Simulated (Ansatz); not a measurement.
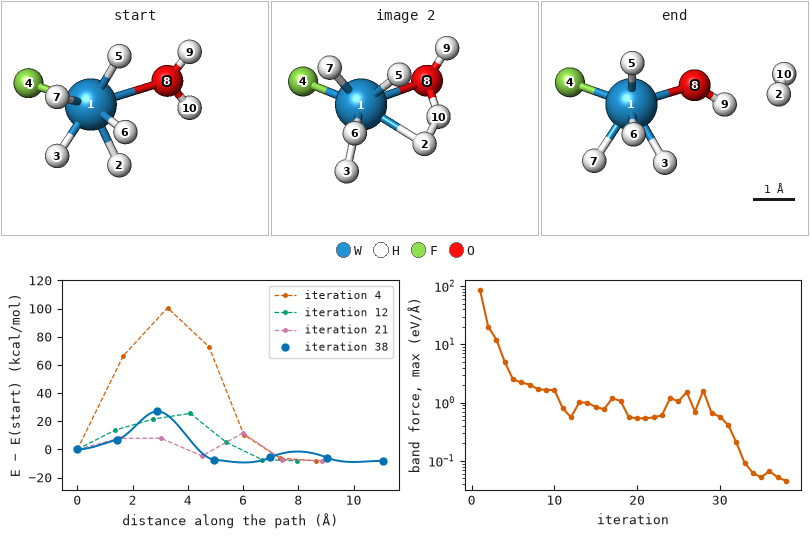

A nudged-elastic-band calculation for WH7OF. Images are numbered from 0 (start) to 6 (end). The plot follows the band through its iterations. The picture is a ball-and-stick view, seen at a tilt.

Computed with RHF/def2-SVP in Ansatz. Settings: 5 movable images; climbing image; force threshold 0.05 eV/Å; iteration limit 60; starting path through a guess of the saddle point.

**How did the profile develop, and is the result final?**

The run is converged, with reservations. The band converged in 38 iterations. The largest component of the band force went from 87 to 0.046 eV/Å. The climbing image converged on the top of the path. Its vibrational analysis gives one imaginary mode (1777i cm⁻¹), as a transition state must have. The first iteration put the highest image at 464.4 kcal/mol. Forward barrier 27.0 kcal/mol, backward barrier 35.1 kcal/mol, with image 2 at the top; the reaction energy is −8.1 kcal/mol. The profile has 2 maxima (images 2, 4) with a dip at image 3 (−7.2 kcal/mol), so the process runs in steps.

Limits of the set-up: Hartree-Fock leaves out electron correlation.
